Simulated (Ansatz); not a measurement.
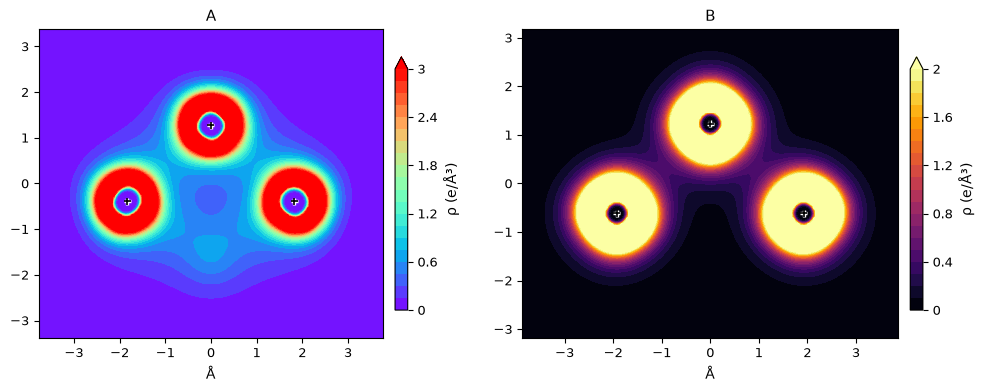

The electron density of 2 systems, each on a plane through atoms (crosses mark nuclei in the plane).

The calculation used Ansatz 0.2.0, UKS PBE0-D4/def2-TZVP.

System 1: Au3 (charge +1, quintet), the molecular plane. Geometry: PBE0-D4/def2-TZVP; core potentials replace the inner electrons of Au.

| atom | x (Å) | y (Å) | z (Å) |
| --- | --- | --- | --- |
| Au | 0.7143 | 0.8505 | 0.5346 |
| Au | -1.1412 | -0.8394 | 1.4414 |
| Au | 0.4269 | -0.0111 | -1.9760 |

System 2: W5 (charge +1, doublet), the plane of atoms W1, W5 and W3. Geometry: PBE0-D4/def2-SVP; ⟨S²⟩ = 0.81, above the pure value of 0.75; core potentials replace the inner electrons of W.

```xyz
5

W     0.2822   -0.1520   -2.5431
W    -1.2291   -1.7880   -1.4750
W    -2.6092   -0.1091   -0.3003
W    -1.7212    0.9692   -2.1617
W    -0.1553   -0.3280   -0.1177
```

Which map belongs to which system?

Panel A is system 2, W5: the plane holds W. W–W (2.47 Å): ρ is about 0.73 e/Å³ halfway. Panel B is system 1, Au3: the plane holds Au. Au–Au (2.67 Å): ρ is about 0.42 e/Å³ halfway.
